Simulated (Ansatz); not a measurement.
# CClSi (charge +1): what the fields show

```xyz
3

C     0.0000    0.0000   -0.0751
Cl    0.0000    0.0000   -1.6378
Si    0.0000    0.0000    1.7128
```

Geometry: PBE0-D4/def2-TZVP.

The calculation used isolated molecule in a Gaussian basis; Kohn-Sham density functional theory, functional PBE0 in Ansatz.

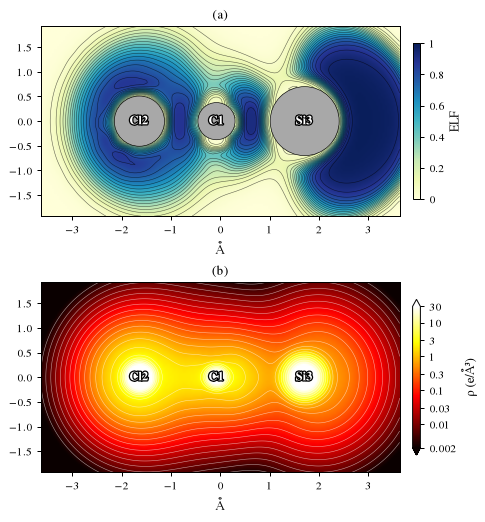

Figure 1. (a) ELF; (b) electron density on a plane that holds the molecular axis. Grey discs cover the atomic cores in the ELF map.

What do the fields say about this system?

- The section cuts through C, Cl and Si sites.
- C–Cl (1.56 Å): ρ is about 2 e/Å³ halfway; the ELF peaks at about 0.90 between the atoms, as expected for a covalent bond.
- C–Si (1.79 Å): ρ at the midpoint is about 0.96 e/Å³; the ELF peaks at about 0.90 between the atoms (a covalent bond).
- The ELF also peaks beside Cl2 and Si3, away from the bonds: lone-pair regions.

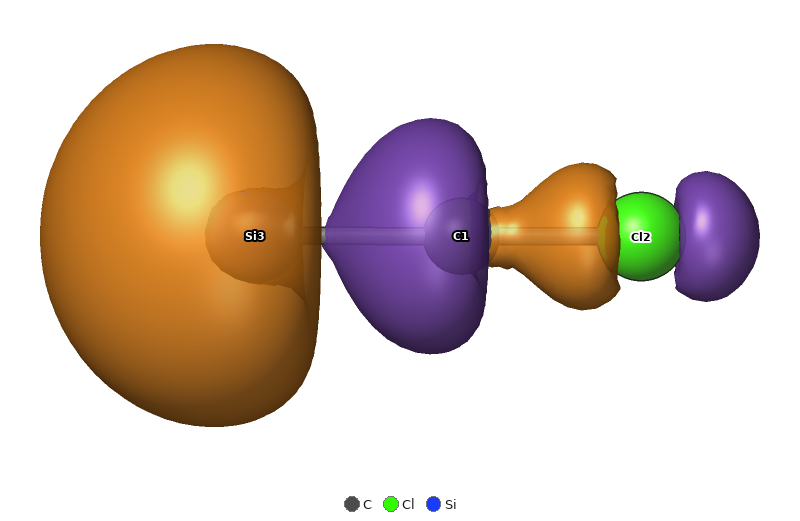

Figure 2. The HOMO−1 at ±0.1 Å⁻³ᐟ² (orange and purple are the two phases), seen from one side.

What is the character of this orbital?

It lies mainly on Si3 (about 80 %) and C1 (about 15 %); it is of σ type. Its energy is −15.08 eV.

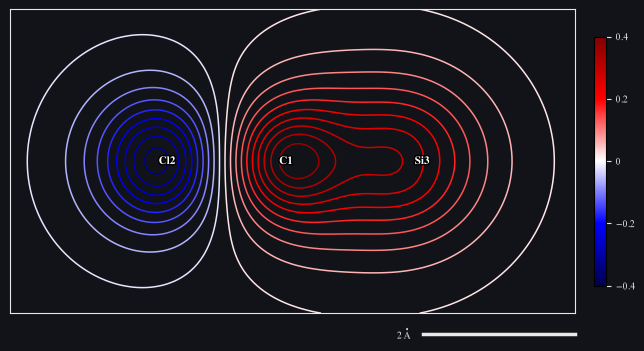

Figure 3. The HOMO on a plane 0.8 Å above a plane that holds the molecular axis (values in Å⁻³ᐟ²; the overall sign is arbitrary).

Describe this orbital and give its energy.

By Hirshfeld shares it lies mainly on C1 (about 40 %), Si3 (about 35 %) and Cl2 (about 25 %); π-bonding across C1–Si3. It is one of a degenerate set, so its orientation is arbitrary. Its energy is −12.72 eV.
